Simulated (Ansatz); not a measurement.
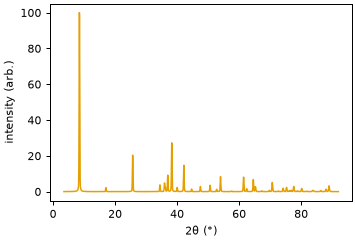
Simulated powder pattern, Cu Kα, λ = 1.54184 Å

The pattern belongs to a structure relaxed with r²SCAN+D4 in the plane-wave PAW code Ansatz.

**Question.** Which of these materials gives this?
A. Si2MoN4, P6_3/mmc (Mo on 2c, N on 4f, Si on 4f, N on 4e)
B. Au, fcc (Cu type)
C. V, bcc (W type)
D. Bi, A7 (α-As type)

**Answer.** A, Si2MoN4, P6_3/mmc (Mo on 2c, N on 4f, Si on 4f, N on 4e)

The start of the workflow was typed in or built on a structure type; neither database checked (COD, Materials Project) lists it. Whether it is the stable phase at ambient conditions was not checked. Symmetry was held in the r²SCAN+D4 relaxation; its stability against distortions is not shown here. The workflow began spin-polarised and lost its moments.

Potentials: the earlier of the program's two PAW sets.
